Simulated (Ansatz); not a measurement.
**4-layer 1T-VO2 (AA) in a perpendicular field**

Wanted: the out-of-plane response of the 4-layer 1T-VO2 (AA). A positive field points along +c.

Calculated with Ansatz 0.2.0; plane-wave DFT, PBE-D3(BJ), Ansatz PAW.

**1. The structure**

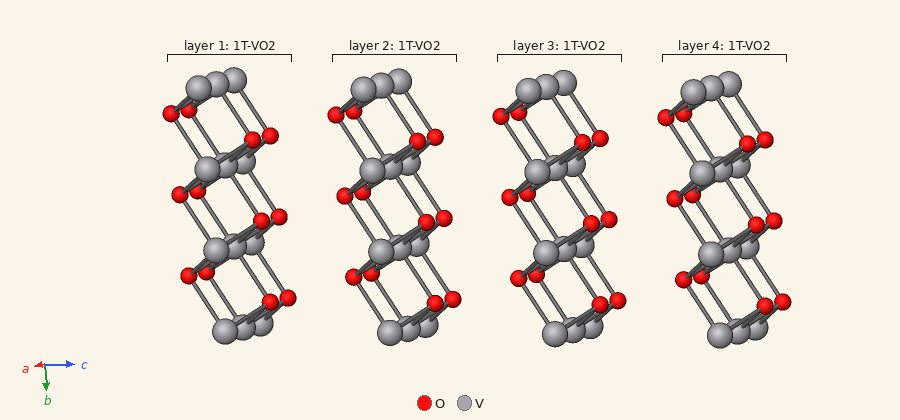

The cell as given, from the side, with the c axis across the page (oxygen red, vanadium grey). 2×3×1 cells are drawn. Some periodic images of atoms are drawn too.

The cell holds 12 atoms: 8 O and 4 V. Cell: a = 2.965 Å, b = 2.965 Å, c = 66.626 Å, α = 90.0°, β = 90.0°, γ = 120.0°. Regions: layer 1: 1T-VO2, 3 atoms (2 O and 1 V); layer 2: 1T-VO2, 3 atoms (2 O and 1 V); layer 3: 1T-VO2, 3 atoms (2 O and 1 V); layer 4: 1T-VO2, 3 atoms (2 O and 1 V). Vacuum lies along c.

**2. Relaxation**

The starting cell is a guess, so the in-plane lattice and the atoms are relaxed first, with the slab cut off from its images along the normal.

The input, input.yaml:

```yaml
crystal:
  lattice:
    - [2.964731, 0.0, 0.0]
    - [-1.4823655, 2.5675323614, 0.0]
    - [0.0, 0.0, 66.6262167095]
  atoms:
    - { symbol: O, position: [0.6666666667, 0.3333333333, 0.3662222051] }
    - { symbol: V, position: [0.0, 0.0, 0.3833442502], spin: 1.0 }
    - { symbol: O, position: [0.3333333333, 0.6666666667, 0.4004662953] }
    - { symbol: O, position: [0.6666666667, 0.3333333333, 0.443992705] }
    - { symbol: V, position: [0.0, 0.0, 0.4611147501], spin: 1.0 }
    - { symbol: O, position: [0.3333333333, 0.6666666667, 0.4782367952] }
    - { symbol: O, position: [0.6666666667, 0.3333333333, 0.5217632048] }
    - { symbol: V, position: [0.0, 0.0, 0.5388852499], spin: 1.0 }
    - { symbol: O, position: [0.3333333333, 0.6666666667, 0.556007295] }
    - { symbol: O, position: [0.6666666667, 0.3333333333, 0.5995337047] }
    - { symbol: V, position: [0.0, 0.0, 0.6166557498], spin: 1.0 }
    - { symbol: O, position: [0.3333333333, 0.6666666667, 0.6337777949] }
  periodic: [true, true, false]
magnetization:
  spin_polarized: true
kpoints:
  mp_grid: { grid: [12, 12, 1] }
hamiltonian:
  xc: pbe
  dispersion: d3bj
scf:
  occupations: { method: fermi_dirac, width: 0.05 }
  convergence: { dr2_threshold: 1.0e-09 }
relax:
  f_tol: 0.004
  max_steps: 90
  cell: {}
output:
  write_potential: true
  write_density: true
  volumetric_format: npy
```

The run is started by

```console
> ansatz run input.yaml --threads 4 --pin off --max-ram 12288MiB --backend cpu --events-out ev --progress --plain --runs-dir out
```

Numbers of over 12 decimals in the logs are rounded to 6 here.

The log of the run:

```text
Warning: relax.cell: scf.convergence.dr2_threshold = 1e-9 eV is looser than the 1.54979023431e-10 eV advised for a relaxation that steers and ends on the stress (1e-10 eV for each atom of the cell: 12, times the square of relax.cell.stress_2d_tol = 0.05 N/m over 27.8 Å (the atoms' height at the walk's start and 5 Å past either face), 1.797e-2 GPa, over a crystal's default 0.05). What an SCF threshold leaves in a stress goes as its square root, and in the free energy as the threshold itself, and one threshold admits the most on a small cell: [figures from the program's tests cut] Set scf.convergence.dr2_threshold to 1.54979023431e-10 eV or tighter. [rest of the remark cut]
Engine: ansatz 0.2.0, aarch64-unknown-linux-gnu
Pseudopotentials: kind: paw
Pseudopotential: O, paw, valence charge 6, recommended cutoff 420 eV (normal), O.paw.azcp
Pseudopotential: V, paw, valence charge 13, recommended cutoff 420 eV (normal), V.paw.azcp
Functional definition: PBE
  parameter kappa = 0.804
  parameter beta = 0.066725
  exchange = pbe_x(kappa = kappa, mu = beta*pi^2/3)
  correlation = pbe_c(beta = beta)
Crystal: 12 atoms, lattice volume = 507.162 Å³
Basis set: ecut = 420 eV, 9703 PW (Γ), exchange–correlation on 40×40×900 points (8 copies of the dense FFT grid, shifted against one another)
Bands: 64, of which v1, the nominal top of the filled ones, is band 50 counted from 1 (49 counted from 0)
Symmetry: 12 space group operations
Space group: P-3m1 (ITA 164), of the structure as read, at distance tolerance 8.0e-5 Å
Magnetic group: BNS 164.85 (UNI 1315), of the structure as read, at distance tolerance 8.0e-5 Å
k-points: 19 of 144
Non-local potential: O, projectors of the file, l = 0: 2, l = 1: 2, l = 2: 1
Non-local potential: V, projectors of the file, l = 0: 3, l = 1: 2, l = 2: 3, l = 3: 1
PAW form: soft (Blöchl's): semilocal exchange-correlation on the pseudo side does not see the compensation charge
PAW one-centre angular grid: O, 110 points (default); XC on 64 Gauss nodes
PAW one-centre angular grid: V, 590 points (default); XC on 64 Gauss nodes
Initial density: superposition of atomic densities (neutral atoms: chi_scale 0, normalization atom)
Starting moments: Σ|m| = 4 μB on 4 of 12 sites
Initial wavefunctions: pseudopotential atomic-orbital guess
Functional: x = pbe(κ = 0.804, μ = 0.219515), c = pbe(β = 0.066725)
SCF iter   1: F=—  HF=-16208.726610 eV  |F-HF|=—  |Δ(HF+E_count)|=         —  Δρ=5.45e-2 (↑5.45e-2 ↓5.13e-2)  dr2=6.57e1  dr2_m=1.20e-1  M=3.848 μB ∫|m|=3.890 μB  β_m=0.30  ethr=3.10e-3  ⟨swp⟩=9.6  Hψ=13389  notcnv=0
Mixer restart at iter 1: flushing history
preconditioner: auto → LDOS  [metal: Δε(μ)=0.064 eV  Ē_g=10.108 eV  σ=0.050 eV  W_gap=0.30  n_scr=44 (ndim 8)  ℏωp=13.6 eV  f_vac=0.687  D(μ)=6.11/eV (n_scr^D=30)]
spin=Collinear: LDOS preconditioning applied to the charge; magnetization (m = ρ↑ − ρ↓) channel mixes plain (no charge-response kernel on spin).
SCF iter   2: F=—  HF=-16199.012194 eV  |F-HF|=—  |Δ(HF+E_count)|=    9.71e0  Δρ=2.87e-2 (↑2.73e-2 ↓2.87e-2)  dr2=1.96e1  dr2_m=6.05e-2  M=3.951 μB ∫|m|=4.064 μB  β_m=0.46  ethr=3.10e-3  ⟨swp⟩=4.6  Hψ=6777  notcnv=0  defer=57
SCF iter   3: F=—  HF=-16195.100657 eV  |F-HF|=—  |Δ(HF+E_count)|=    3.91e0  Δρ=7.84e-3 (↑7.84e-3 ↓6.22e-3)  dr2=2.65e-1  dr2_m=4.85e-2  M=3.998 μB ∫|m|=4.357 μB  β_m=0.59  ethr=3.10e-3  ⟨swp⟩=3.8  Hψ=6128  notcnv=0  defer=57
SCF iter   4: F=—  HF=-16195.257469 eV  |F-HF|=—  |Δ(HF+E_count)|=         —  Δρ=3.99e-3 (↑1.84e-3 ↓3.99e-3)  dr2=1.74e-1  dr2_m=9.54e-3  M=4.000 μB ∫|m|=4.460 μB  β_m=0.59  ethr=2.65e-4  ⟨swp⟩=3.9  Hψ=6588  notcnv=0  defer=72
SCF iter   5: F=—  HF=-16195.234760 eV  |F-HF|=—  |Δ(HF+E_count)|=   2.27e-2  Δρ=1.39e-3 (↑4.39e-4 ↓1.39e-3)  dr2=9.44e-3  dr2_m=2.93e-3  M=4.000 μB ∫|m|=4.547 μB  β_m=0.79  ethr=1.74e-4  ⟨swp⟩=2.9  Hψ=4346  notcnv=0  defer=72
SCF iter   6: F=—  HF=-16195.237027 eV  |F-HF|=—  |Δ(HF+E_count)|=   2.27e-3  Δρ=6.90e-4 (↑6.90e-4 ↓2.88e-4)  dr2=4.33e-3  dr2_m=3.36e-4  M=4.000 μB ∫|m|=4.632 μB  β_m=0.73  ethr=9.44e-6  ⟨swp⟩=3.2  Hψ=5826  notcnv=0  defer=72
SCF iter   7: F=—  HF=-16195.236332 eV  |F-HF|=—  |Δ(HF+E_count)|=   6.95e-4  Δρ=2.23e-4 (↑2.23e-4 ↓1.07e-4)  dr2=6.57e-4  dr2_m=3.15e-5  M=4.000 μB ∫|m|=4.645 μB  β_m=0.79  ethr=4.33e-6  ⟨swp⟩=3.3  Hψ=4671  notcnv=0  defer=72
SCF iter   8: F=—  HF=-16195.236315 eV  |F-HF|=—  |Δ(HF+E_count)|=   1.69e-5  Δρ=5.62e-5 (↑5.62e-5 ↓2.36e-5)  dr2=2.63e-5  dr2_m=5.65e-6  M=4.000 μB ∫|m|=4.650 μB  β_m=0.83  ethr=6.57e-7  ⟨swp⟩=3.2  Hψ=4570  notcnv=0  defer=72
SCF iter   9: F=—  HF=-16195.236416 eV  |F-HF|=—  |Δ(HF+E_count)|=   1.01e-4  Δρ=2.26e-5 (↑2.26e-5 ↓1.29e-5)  dr2=5.96e-6  dr2_m=5.87e-7  M=4.000 μB ∫|m|=4.652 μB  β_m=0.74  ethr=2.63e-8  ⟨swp⟩=3.3  Hψ=5349  notcnv=0  defer=72
SCF iter  10: F=—  HF=-16195.236416 eV  |F-HF|=—  |Δ(HF+E_count)|=   7.78e-8  Δρ=1.21e-5 (↑1.21e-5 ↓5.59e-6)  dr2=2.61e-6  dr2_m=1.43e-7  M=4.000 μB ∫|m|=4.653 μB  β_m=0.82  ethr=5.96e-9  ⟨swp⟩=2.2  Hψ=3343  notcnv=0  defer=72
SCF iter  11: F=—  HF=-16195.236416 eV  |F-HF|=—  |Δ(HF+E_count)|=   3.60e-8  Δρ=3.07e-6 (↑3.07e-6 ↓1.36e-6)  dr2=3.71e-8  dr2_m=1.33e-8  M=4.000 μB ∫|m|=4.653 μB  β_m=0.84  ethr=2.61e-9  ⟨swp⟩=2.2  Hψ=3671  notcnv=0  defer=72
SCF iter  12: F=—  HF=-16195.236416 eV  |F-HF|=—  |Δ(HF+E_count)|=   5.16e-8  Δρ=1.03e-6 (↑1.03e-6 ↓9.60e-7)  dr2=2.34e-8  dr2_m=1.97e-9  M=4.000 μB ∫|m|=4.653 μB  β_m=0.82  ethr=3.71e-11  ⟨swp⟩=3.8  Hψ=6219  notcnv=0  defer=72
SCF iter  13: F=—  HF=-16195.236416 eV  |F-HF|=—  |Δ(HF+E_count)|=   1.84e-9  Δρ=4.89e-7 (↑4.89e-7 ↓2.06e-7)  dr2=3.48e-9  dr2_m=3.64e-10  M=4.000 μB ∫|m|=4.653 μB  β_m=0.85  ethr=2.34e-11  ⟨swp⟩=2.7  Hψ=4263  notcnv=0  defer=72
SCF iter  14: F=—  HF=-16195.236416 eV  |F-HF|=—  |Δ(HF+E_count)|=  7.75e-10  Δρ=1.25e-7 (↑8.55e-8 ↓1.25e-7)  dr2=1.50e-10  dr2_m=1.06e-11  M=4.000 μB ∫|m|=4.653 μB  β_m=0.86  ethr=3.48e-12  ⟨swp⟩=2.8  Hψ=5015  notcnv=0  defer=72
SCF iter  15: F=—  HF=-16195.236416 eV  |F-HF|=—  |Δ(HF+E_count)|=  1.09e-10  Δρ=4.33e-8 (↑4.33e-8 ↓2.42e-8)  dr2=1.93e-11  dr2_m=2.36e-12  M=4.000 μB ∫|m|=4.653 μB  β_m=0.87  ethr=1.00e-12  ⟨swp⟩=7.5  Hψ=16074  notcnv=0
SCF iter  16: F=-16195.236416 eV  HF=-16195.236416 eV  |F-HF|=9.30e-10  |Δ(HF+E_count)|=  3.55e-10  Δρ=2.02e-8 (↑2.02e-8 ↓1.14e-8)  dr2=1.04e-11  dr2_m=5.34e-13  M=4.000 μB ∫|m|=4.653 μB  ethr=1.00e-12  ⟨swp⟩=7.4  Hψ=13716  notcnv=0
SCF 1 converged in 16 iterations: F = -16195.236416 eV  dr2 = 1.04e-11
[...]
relax step  14: F+E_penalty+E_count = -16197.90940121 eV  Δ(F+E_penalty+E_count) = -4.389e-5 eV  max|allowed force component| = 1.076e-3 eV/Å  Δτ_max = 0.0005 Å  P = +0.002 N/m  Ω = 474.370 Å³  energy of the carried Pulay correction = +1.495e-3 eV  fix = [c, alpha, beta]  reactions: c +0.000 N/m  (10 SCF iters, accepted)
iter 1 solved again at ethr=1.15e-7 eV; its pass at ethr=3.10e-3 eV (dr2=1.15e-4 eV) is discarded
SCF iter   1: F=—  HF=-16197.907659 eV  |F-HF|=—  |Δ(HF+E_count)|=         —  Δρ=6.34e-6 (↑6.34e-6 ↓6.32e-6)  dr2=1.07e-7  dr2_m=4.29e-10  M=4.000 μB ∫|m|=4.349 μB  β_m=0.65  ethr=1.15e-7  ⟨swp⟩=6.6  Hψ=25511  notcnv=0
spin=Collinear: LDOS preconditioning applied to the charge; magnetization (m = ρ↑ − ρ↓) channel mixes plain (no charge-response kernel on spin).
SCF iter   2: F=—  HF=-16197.907751 eV  |F-HF|=—  |Δ(HF+E_count)|=   9.11e-5  Δρ=2.30e-6 (↑2.30e-6 ↓2.28e-6)  dr2=2.96e-8  dr2_m=1.38e-10  M=4.000 μB ∫|m|=4.349 μB  β_m=0.56  ethr=1.07e-10  ⟨swp⟩=4.8  Hψ=7691  notcnv=0
SCF iter   3: F=—  HF=-16197.907751 eV  |F-HF|=—  |Δ(HF+E_count)|=   5.65e-9  Δρ=7.27e-7 (↑6.95e-7 ↓7.27e-7)  dr2=2.46e-9  dr2_m=6.09e-11  M=4.000 μB ∫|m|=4.349 μB  β_m=0.65  ethr=2.96e-11  ⟨swp⟩=3.2  Hψ=4903  notcnv=0
SCF iter   4: F=—  HF=-16197.907751 eV  |F-HF|=—  |Δ(HF+E_count)|=   4.99e-8  Δρ=1.27e-7 (↑1.27e-7 ↓1.20e-7)  dr2=1.43e-10  dr2_m=1.12e-11  M=4.000 μB ∫|m|=4.349 μB  β_m=0.67  ethr=2.46e-12  ⟨swp⟩=3.3  Hψ=4890  notcnv=0
SCF iter   5: F=-16197.907751 eV  HF=-16197.907751 eV  |F-HF|=9.31e-10  |Δ(HF+E_count)|=   1.09e-8  Δρ=5.53e-8 (↑3.38e-8 ↓5.53e-8)  dr2=2.61e-11  dr2_m=1.09e-12  M=4.000 μB ∫|m|=4.349 μB  ethr=1.00e-12  ⟨swp⟩=13.2  Hψ=18481  notcnv=0
SCF 15 converged in 5 iterations: F = -16197.907751 eV  dr2 = 2.61e-11
relax step  15: F+E_penalty+E_count = -16197.90775070 eV  Δ(F+E_penalty+E_count) = +1.651e-3 eV  max|allowed force component| = 1.061e-3 eV/Å  Δτ_max = 0.0000 Å  P = -0.027 N/m  Ω = 474.370 Å³  fix = [c, alpha, beta]  reactions: c -0.000 N/m  stress off target by 2.72e-2 N/m on what of the cell is left free  SCF on the basis re-selected at this cell (its energy is not comparable with the rows above)  (5 SCF iters)
basis re-selected at this cell: Δ(F+E_penalty+E_count) = +1.651e-3 eV, ΔP = -0.030 N/m vs the last step (what re-selecting the basis moved, of the pressure what is left beyond the Pulay correction that the steps carried, after the strain that the cell walked since its last selection, with what the two solves' SCF thresholds leave and, on support functions, any second-order correction that the steps lacked; it is no m [...]
WARN: The output density's exchange-correlation potential varies sharply where the density is thin. Do not read a vacuum level from v_tot or v_xc, or from such a field of the output density. On a cell that repeats whose density bears no net charge and no dipole along the vacuum's axis use v_es (v_loc + v_h of the components); under efield.dipole_correction with no amplitude use v_es + v_field, which holds any externa [...]
an SCF from ferrimagnetic starting moments (0.00, -1.00, 0.00, 0.00, 1.00, 0.00, 0.00, 1.00, 0.00, 0.00, 1.00, 0.00 Bohr magnetons, atom by atom) was not made, so that it is not known whether that order lies lower: the deck asks for what bars it, or types moments that do (magnetization.spin_polarized, in the input reference, names some of the keys), or the run goes by scf.lower_state_search: light, the default, which as a rule tries one only behind a close that has lost an order of both signs, or on which an open d or half-filled 4f shell of a PAW file has lost a moment that was set nearer to Hund's than to what is left; [rest of the remark cut]
SCF converged after 5 iterations
Magnetization: 4.0000 μB (52.0000 up, 48.0000 down)
Absolute magnetization: 4.3532 μB (∫|ρ↑−ρ↓|, with the PAW one-centre terms)
Spin contamination: 0.0467 ħ² per cell (⟨S²⟩ above its minimum at these occupations)
Per-site moments (μB) at R_I (Å): [(-0.00985779, 0.798576), (0.778980, 0.797693), (-0.010771, 0.797693), (-0.010877, 0.797768), (0.779962, 0.797701), (-0.010898, 0.797701), (-0.010898, 0.797701), (0.779962, 0.797701), (-0.010877, 0.797768), (-0.010771, 0.797693), (0.778980, 0.797693), (-0.00985779, 0.798576)]
Free energy (F): -16197.907751 eV
Harris-Foulkes:  -16197.907751 eV  (|F-HF|=9.31e-10)
Internal energy: -16197.853059 eV  (E = F + TS)
E sigma→0 (E₀):  -16197.880405 eV
Entropy (-TS):   -0.054692 eV (-4.558 meV/atom)
Fermi energy:    -6.534830 eV
--- Per-component energies (eV) ---
  E_band       = -2645.102340
  E_kinetic    = 2740.898394
  E_local      = -1368365.567258  (includes V_loc(G=0)·N_el)
  E_nonlocal   = 184.872481
  E_hartree    = 682632.363509
  E_xc         = -1111.682513
  E_vxc        = -1414.122610  (∫ρ·V_xc dr)
  E_paw        = -5702.843801  (= ΣΔE_a)
  E_vpaw       = -1055.930271  (= ΣTr[D̂ρ^β])
  E_aug_tail   = 0.020627  (compensation charges beyond the density's cutoff)
  E_ewald      = 673426.376024
  E_disp       = -2.290522  (pairwise vdW)
  E_smearing   = -0.054692  (= −TS)
  E_closure    = 0.000000  (closes the sum)
  Σ components = -16197.907751   (vs F -16197.907751, Δ=0.00e0)
--- Forces (eV/Å), atoms counted from 1 ---
  atom   1  O     -0.00000000     0.00000000    -0.00054693
  atom   2  V      0.00000000    -0.00000000    -0.00042429
  atom   3  O      0.00000000    -0.00000000     0.00106131
  atom   4  O     -0.00000000     0.00000000     0.00033892
  atom   5  V      0.00000000    -0.00000000    -0.00009636
  atom   6  O      0.00000000    -0.00000000    -0.00025045
  atom   7  O     -0.00000000     0.00000000     0.00025045
  atom   8  V     -0.00000000     0.00000000     0.00009636
  atom   9  O      0.00000000    -0.00000000    -0.00033892
  atom  10  O     -0.00000000     0.00000000    -0.00106131
  atom  11  V     -0.00000000     0.00000000     0.00042429
  atom  12  O      0.00000000    -0.00000000     0.00054693
  max |Σ_I F_I| component: 1.85e-17 eV/Å
--- 2D stress c σ (N/m, compression-positive) ---
       -0.027201       0.000000      -0.000000
        0.000000      -0.027201      -0.000000
       -0.000000      -0.000000      -0.000000
  P = ½ c Tr σ = -0.0272 N/m
--- Band table (eV; the first three rows and the last of 38) ---
  k-point 0 ↑: bands = [... 46 lower, -8.7761, -8.7431, -7.2326, -7.2326, -7.2299, -7.2299, -7.2259, -7.2259, ... 10 higher]
  k-point 1 ↑: bands = [... 46 lower, -8.9529, -8.6613, -7.0717, -7.0632, -7.0503, -7.0361, -6.9899, -6.9869, ... 10 higher]
  k-point 2 ↑: bands = [... 46 lower, -8.7504, -8.5639, -6.8807, -6.8637, -6.8369, -6.8073, -6.5656, -6.5651, ... 10 higher]
  k-point 18 ↓: bands = [... 46 lower, -9.9693, -9.8847, -5.5833, -5.5587, -5.5296, -5.5055, -4.9676, -4.9676, ... 10 higher]
  the weakly bound empty levels are not read free of the cell's end (no_gap_told)
--- Relaxed structure (13 steps of the walk, 13 accepted, 2 SCFs on fresh bases) ---
  F+E_penalty+E_count = -16197.90775070 eV   max|allowed force component| = 1.061e-3 eV/Å   (the final SCF, on the basis selected at the relaxed cell)
  cell:  # Å, volume = 474.3698 Å³
    - [2.867283, 0.0, 0]
    - [-1.433642, 2.483140, 0]
    - [0, 0, 66.6262167095]
  atoms:
    - { symbol: O, position: [0.666667, 0.333333, 0.382194] }
    - { symbol: V, position: [2.3143825243483154e-17, 0, 0.397258] }
    - { symbol: O, position: [0.333333, 0.666667, 0.412261] }
    - { symbol: O, position: [0.666667, 0.333333, 0.450805] }
    - { symbol: V, position: [7.814157375049714e-18, 0, 0.465813] }
    - { symbol: O, position: [0.333333, 0.666667, 0.480816] }
    - { symbol: O, position: [0.666667, 0.333333, 0.519184] }
    - { symbol: V, position: [-7.814157375049718e-18, 0, 0.534187] }
    - { symbol: O, position: [0.333333, 0.666667, 0.549195] }
    - { symbol: O, position: [0.666667, 0.333333, 0.587739] }
    - { symbol: V, position: [-2.3143825243483154e-17, 0, 0.602742] }
    - { symbol: O, position: [0.333333, 0.666667, 0.617806] }
```

Elapsed: 6.1 min, on 4 threads of Arm Neoverse V2, shared host; peak memory 1.6 GiB; 24 min of CPU time.

The steps of the relaxation:

| step | energy less that of the first step (eV) | largest force component (eV/Å) | volume (Å³) |
| --- | --- | --- | --- |
| 1 | 0.0000 | 2.8145 | 507.16 |
| 2 | -2.2953 | 0.8305 | 493.33 |
| 3 | -2.5885 | 0.3814 | 470.09 |
| 4 | -2.6429 | 0.0291 | 474.76 |
| 5 | -2.6699 | 0.0305 | 474.93 |
| 6 | -2.6923 | 0.0364 | 475.09 |
| 7 | -2.6949 | 0.0524 | 475.00 |
| 8 | -2.6976 | 0.0157 | 475.40 |
| 9 | -2.6980 | 0.0139 | 475.57 |
| 10 | -2.6980 | 0.0120 | 475.56 |
| 11 | -2.6981 | 0.0001 | 475.51 |
| 12* | -2.6710 | 0.0001 | 475.51 |
| 13 | -2.6729 | 0.0050 | 474.40 |
| 14 | -2.6730 | 0.0011 | 474.37 |
| 15* | -2.6713 | 0.0011 | 474.37 |

Relaxation steps marked * repeat the geometry before them on a plane-wave basis chosen anew for their cell, so energy and pressure can jump there.

Forces are held to the 12 operations that the run works with; a distortion that breaks them can't arise in this run.

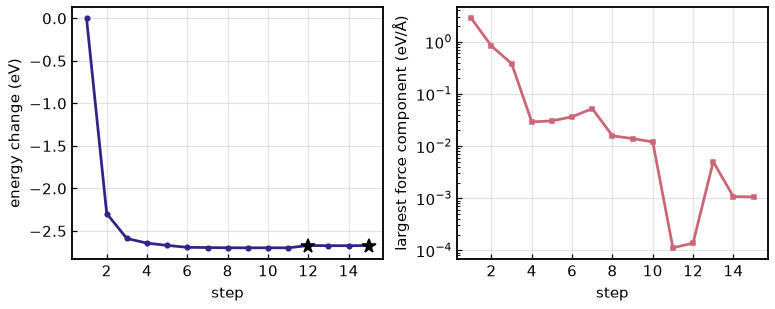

Energy and largest force along the relaxation. Stars mark steps on a basis chosen anew.

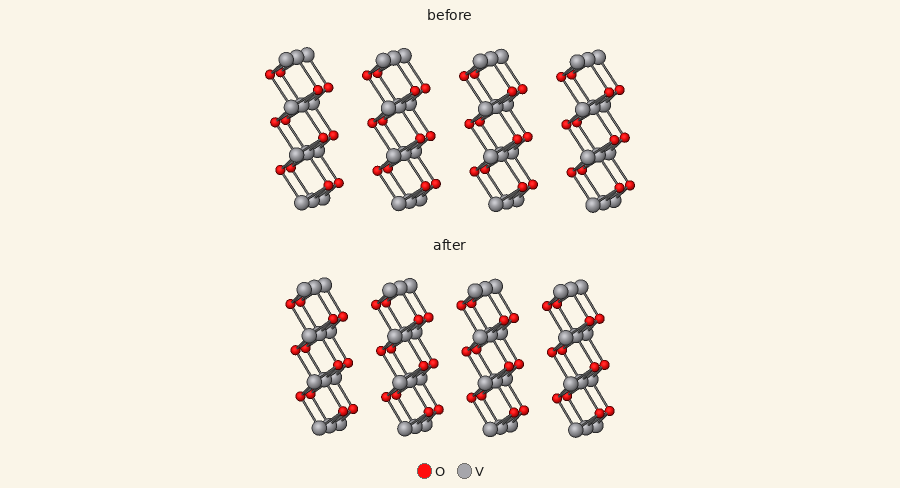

The structure before and after the relaxation, drawn at the same scale.

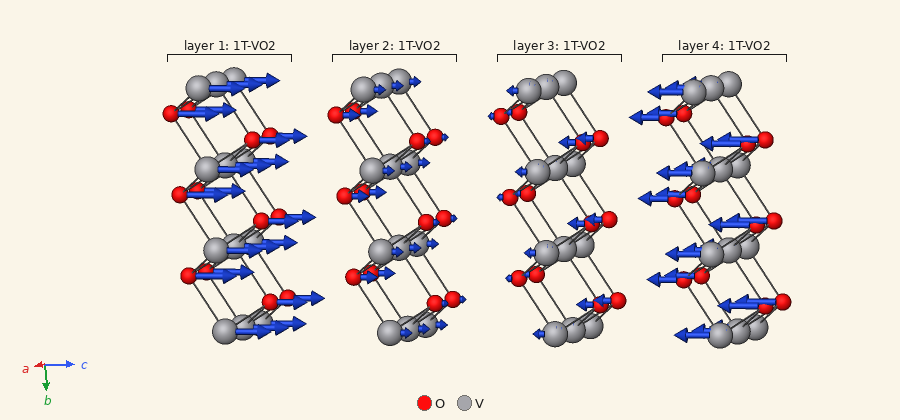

Displacements in the relaxation, exaggerated, measured against the changing cell; the longest in the cell stands for 1.06 Å. 2×3×1 cells are drawn. Some periodic images of atoms are drawn too.

| cell as run | before | after | change |
| --- | --- | --- | --- |
| a (Å) | 2.965 | 2.867 | -3.3 % |
| b (Å) | 2.965 | 2.867 | -3.3 % |

The atoms that moved most (Å, along periodic axes as changes of fractional coordinates times the final cell, across vacuum about the mean position):

| atom | dx | dy | dz | length |
| --- | --- | --- | --- | --- |
| O12 | 0.000 | 0.000 | -1.064 | 1.064 |
| O1 | 0.000 | 0.000 | 1.064 | 1.064 |
| V2 | 0.000 | 0.000 | 0.927 | 0.927 |
| V11 | 0.000 | 0.000 | -0.927 | 0.927 |
| O10 | 0.000 | 0.000 | -0.786 | 0.786 |
| O3 | 0.000 | 0.000 | 0.786 | 0.786 |
| O4 | 0.000 | 0.000 | 0.454 | 0.454 |
| O9 | 0.000 | 0.000 | -0.454 | 0.454 |

This step gave:

* energy at zero smearing: -16197.8804 eV
* total moment: 4.000 μB

(Continued in part 2 of 4.)

[Logs are printed without paths, hosts, clocks, repeated set-up lines and the standing remarks that a program may print on its own settings, such as how far it seeks lower states.]

[Hosts, paths, dates, database ids (printed as entryN), source tags and the programs' standing remarks are cut or masked in the printed files.]

[Maps of the electrostatic potential energy from Ansatz leave out the sawtooth potential of an applied field or a dipole correction, so their vacuum need not be flat; planar profiles and work functions include it.]
